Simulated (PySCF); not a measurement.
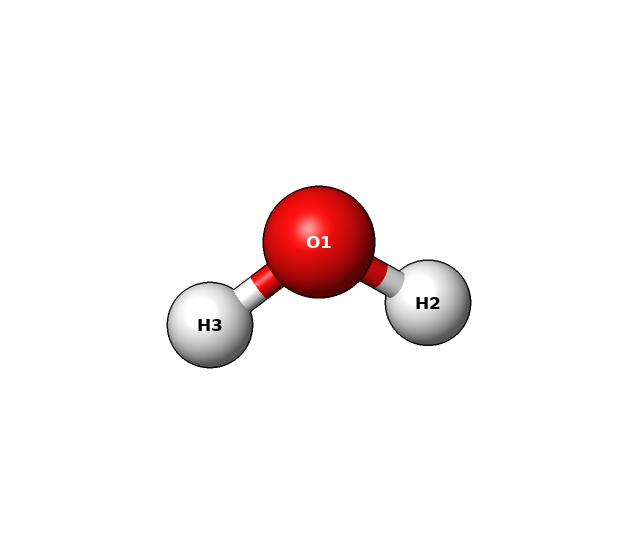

Computed geometry: GFN2-xTB optimisation. No frequency run is at hand to confirm it as a minimum. Properties computed with B3LYP/pcJ-1 indirect spin-spin coupling, non-relativistic, gas phase (PySCF 2.14.0). Isotopes: 1H, 17O.

Give the spin–spin coupling constants of these pairs, with the number of bonds between them: O1/H2, O1/H3, H2/H3.

```
  pair  bonds apart  J (Hz)
O1, H2            1   −73.6
O1, H3            1   −73.6
H2, H3            2    −5.2
```
